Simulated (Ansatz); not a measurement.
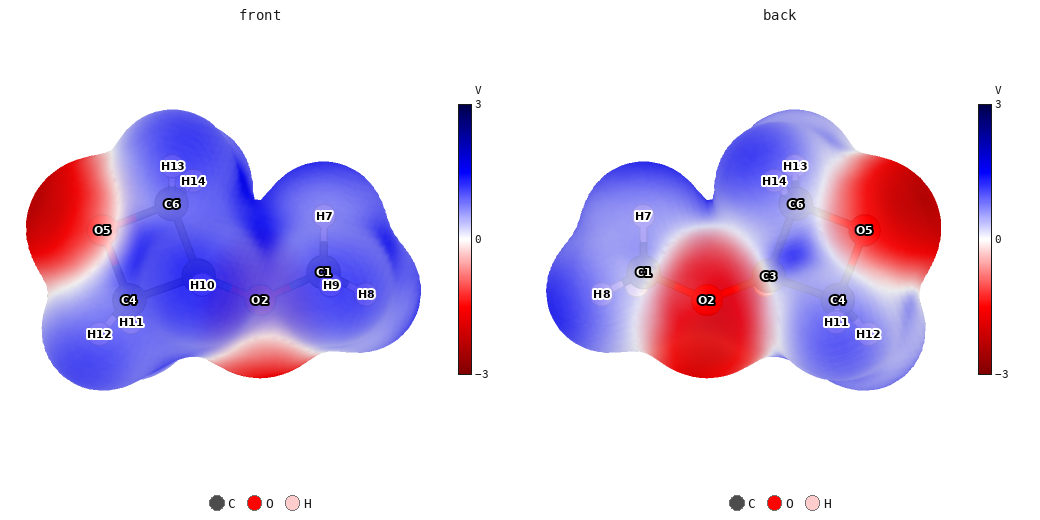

Figure 1: C$_{4}$H$_{8}$O$_{2}$ (SMILES COC1COC1). The molecular electrostatic potential painted on the density surface at 0.004 e/bohr³, seen from the front and from behind; the colour scale runs from red (negative) to blue (positive).

The fields and orbitals are those of the mean-field reference, not of the correlated method; not at a stationary point (largest force 1.8 eV/Å).

Computed with Ansatz 0.2.0, MP2, Gaussian basis.

```xyz
14

C     2.0608    0.4814   -0.1144
O     1.0466   -0.4681   -0.4104
C    -0.1864   -0.3184    0.3317
C    -1.3381   -1.2547   -0.0575
O    -2.2646   -0.1424   -0.1517
C    -1.1548    0.7886   -0.1070
H     1.7117    1.4918   -0.3455
H     2.9361    0.2593   -0.7299
H     2.3421    0.4145    0.9404
H     0.0008   -0.3243    1.4126
H    -1.2334   -1.7673   -1.0188
H    -1.6382   -1.9693    0.7138
H    -1.3176    1.5814    0.6280
H    -0.9650    1.2276   -1.0914
```

Which sites attract a positive test charge, and which a negative one?

A positive charge is drawn to the negative regions and a negative charge to the positive ones. The most negative region (about −2.2 V) lies over O5, the most positive (about +1.5 V) over C1, C3 and C6. O5 is the likeliest acceptor of a hydrogen bond.
